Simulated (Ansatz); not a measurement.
**SnClF (SMILES [F][Sn][Cl]) at wB97M-V/STO-3G**

Aim: the electronic atomisation energy of SnClF at wB97M-V/STO-3G, from 4 runs. 

The results are computed with Ansatz 0.2.0.

59 further runs of the same task are left out: 12 that didn't finish, 47 set aside as unsound or not needed.

## Step 1: Starting point

SnClF has 3 atoms, charge 0, and is taken as a singlet. As SMILES, `[F][Sn][Cl]`. The coordinates come from a PBE0-D4/def2-TZVP relaxation.

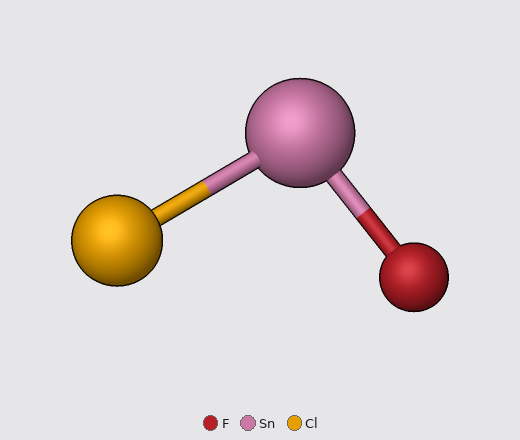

The structure, seen from a chosen angle (fluorine red, tin pink, chlorine amber).

## Step 2: A single-point energy at wB97M-V/STO-3G

in.yaml

```yaml
crystal:
  periodic: [false, false, false]
  atoms:
    - {symbol: F, position_ang: [-1.389600, 0.223100, -0.744400]}
    - {symbol: Sn, position_ang: [0.164300, 0.898100, 0.190700]}
    - {symbol: Cl, position_ang: [1.214300, -1.186000, 0.540500]}
basis:
  gaussian:
    orbitals: STO-3G
hamiltonian:
  xc: {name: wB97M-V}
accuracy: high
```

Run with:

```bash
$ ansatz run in.yaml --threads 1 --pin off --max-ram 2610MiB --events-out events.jsonl --progress --plain --runs-dir runs
```

The log of the run:

```text
Warning: RAYON_NUM_THREADS=1 ignored (pool sized by the plan → 1); use --threads N
Functional definition: wB97M-V
  name "wB97M-V"
  parameter omega = 0.3/bohr
  parameter cx = 0.15
  parameter cx01 = 1.007
  parameter cx10 = 0.259
  parameter css00 = 0.443
  parameter css04 = -1.437
  parameter css10 = -4.535
  parameter css20 = -3.390
  parameter css43 = 4.278
  parameter cos00 = 1.000
  parameter cos10 = 1.358
  parameter cos20 = 2.924
  parameter cos21 = -8.812
  parameter cos60 = -1.390
  parameter cos61 = 9.142
  parameter b = 6.0
  parameter c = 0.01
  gx(w, u) = 1 - cx + cx01*u + cx10*w
  gss(w, u) = css00 + css04*u^4 + css10*w + css20*w^2 + css43*w^4*u^3
  gos(w, u) = cos00 + cos10*w + (cos20 + cos21*u)*w^2 + (cos60 + cos61*u)*w^6
  exchange = spin_sum(e_x_unif_sr(omega)*gx(b97_w, b97_u_x)) + cx*exact_x_sr(omega) + exact_x_lr(omega)
  correlation = spin_sum(e_c_pw_mod_same_spin*gss(b97_w, b97_u_same))
      + integral(e_c_pw_mod_opposite_spin*gos(b97_w_opposite, b97_u_opposite)) + vv10(b, c)
752 factors; integrals over basis functions are off by at most 5.4e-9 eV
158 factors; integrals over basis functions are off by at most 1.3e-9 eV
mean field evaluation 1: about -177391.9706 eV, gradient 2.0e1 eV
mean field evaluation 2: about -177390.6979 eV, gradient 3.6e1 eV
mean field evaluation 4: about -177394.5880 eV, gradient 4.6e-1 eV
mean field evaluation 8: about -177394.5713 eV, gradient 4.1e-3 eV
mean field evaluation 16: about -177394.5713 eV, gradient 6.3e-7 eV
mean field -177394.57130730 eV, -6519.1302531842 hartree, gradient 9.5e-8 eV, S^2 0.000000; 0 other end points of the search recorded, 0 dependent functions left out
reference -177394.57130929 eV, -6519.1302532573 hartree; 38, 38 occupied and 3, 3 virtual orbitals, 752 factors
Total energy: -177394.57130929 eV, -6519.1302532573 hartree
```

Wall time 27 s (1 thread of Arm Neoverse V1, shared host); peak memory 0.31 GiB.

## Step 3: The Cl atom, same level

input.yaml

```yaml
crystal:
  periodic: [false, false, false]
  atoms:
    - {symbol: Cl, position_ang: [0.000000, 0.000000, 0.000000]}
basis:
  gaussian:
    orbitals: STO-3G
magnetization:
  spin_polarized: true
  initial_magnetization: 1
accuracy: high
hamiltonian:
  xc: {name: wB97M-V}
```

Run with:

```bash
$ ansatz run input.yaml --threads 1 --pin off --max-ram 2610MiB --events-out events.jsonl --progress --plain --runs-dir runs
```

The log of the run:

```text
Warning: RAYON_NUM_THREADS=1 ignored (pool sized by the plan → 1); use --threads N
[... 19 set-up lines as earlier in the session ...]
  gx(w, u) = 1 - cx + cx01*u + cx10*w
  gss(w, u) = css00 + css04*u^4 + css10*w + css20*w^2 + css43*w^4*u^3
  gos(w, u) = cos00 + cos10*w + (cos20 + cos21*u)*w^2 + (cos60 + cos61*u)*w^6
[... 2 set-up lines as earlier in the session ...]
      + integral(e_c_pw_mod_opposite_spin*gos(b97_w_opposite, b97_u_opposite)) + vv10(b, c)
42 factors; integrals over basis functions are off by at most 4.6e-9 eV
23 factors; integrals over basis functions are off by at most 7.5e-10 eV
mean field evaluation 1: about -12385.7974 eV, gradient 2.8e-1 eV
mean field evaluation 2: about -12385.7975 eV, gradient 1.3e-2 eV
mean field evaluation 4: about -12385.7980 eV, gradient 6.9e-7 eV
mean field evaluation 8: about -12385.7980 eV, gradient 2.8e-9 eV
mean field -12385.79801620 eV, -455.1696816998 hartree, gradient 2.8e-9 eV, S^2 0.750000; 0 other end points of the search recorded, 0 dependent functions left out
reference -12385.79801725 eV, -455.1696817384 hartree; 9, 8 occupied and 0, 1 virtual orbitals, 42 factors
Total energy: -12385.79801725 eV, -455.1696817384 hartree
```

Wall time 2.8 s (1 thread of Arm Neoverse V1, shared host); peak memory 0.2 GiB.

## Step 4: The F atom

job.yaml

```yaml
crystal:
  periodic: [false, false, false]
  atoms:
    - {symbol: F, position_ang: [0.000000, 0.000000, 0.000000]}
basis:
  gaussian: {orbitals: STO-3G}
magnetization: {spin_polarized: true, initial_magnetization: 1}
hamiltonian: {xc: {name: wB97M-V}}
accuracy: high
```

Run with:

```bash
$ ansatz run job.yaml --threads 1 --pin off --max-ram 2610MiB --events-out events.jsonl --progress --plain --runs-dir runs
```

The log of the run:

```text
Warning: RAYON_NUM_THREADS=1 ignored (pool sized by the plan → 1); use --threads N
[... 19 set-up lines as earlier in the session ...]
  gx(w, u) = 1 - cx + cx01*u + cx10*w
  gss(w, u) = css00 + css04*u^4 + css10*w + css20*w^2 + css43*w^4*u^3
  gos(w, u) = cos00 + cos10*w + (cos20 + cos21*u)*w^2 + (cos60 + cos61*u)*w^6
[... 2 set-up lines as earlier in the session ...]
      + integral(e_c_pw_mod_opposite_spin*gos(b97_w_opposite, b97_u_opposite)) + vv10(b, c)
15 factors; integrals over basis functions are off by at most 1.2e-9 eV
14 factors; integrals over basis functions are off by at most 9.1e-10 eV
mean field evaluation 1: about -2674.3988 eV, gradient 1.2e-10 eV
mean field evaluation 2: about -2674.4001 eV, gradient 2.7e-10 eV
mean field -2674.40014389 eV, -98.2823925144 hartree, gradient 0.0e0 eV, S^2 0.750000; 0 other end points of the search recorded, 0 dependent functions left out
reference -2674.40014424 eV, -98.2823925273 hartree; 5, 4 occupied and 0, 1 virtual orbitals, 15 factors
Total energy: -2674.40014424 eV, -98.2823925273 hartree
```

Wall time 1.2 s (1 thread of Arm Neoverse V1, shared host); peak memory 0.15 GiB.

## Step 5: The Sn atom

job.yaml

```yaml
crystal:
  periodic: [false, false, false]
  atoms:
    - {symbol: Sn, position_ang: [0.000000, 0.000000, 0.000000]}
basis:
  gaussian: {orbitals: STO-3G}
magnetization: {spin_polarized: true, initial_magnetization: 2}
hamiltonian: {xc: {name: wB97M-V}}
accuracy: high
```

Run the same way, it converges to -5965.29345 Eh (log not shown).

## Step 6: Results

Level: wB97M-V/STO-3G.

| quantity | value |
| --- | --- |
| molecule: total energy | -6519.13025 Eh |
| Cl atom: total energy | -455.16968 Eh |
| Cl atom: ⟨S²⟩ | 0.750 |
| F atom: total energy | -98.28239 Eh |
| F atom: ⟨S²⟩ | 0.750 |
| Sn atom: total energy | -5965.29345 Eh |
| Sn atom: ⟨S²⟩ | 2.000 |
| electronic atomisation energy | 10.469 eV |

Taking the molecule apart into free atoms costs 10.47 eV (1010 kJ/mol), before zero-point energy and without spin-orbit coupling. In a minimal basis such a difference can be off by several eV, whatever the method. Relativity is left out (molecule) although the molecule holds a heavy atom. Relativity is left out (Sn atom) although the molecule holds a heavy atom.
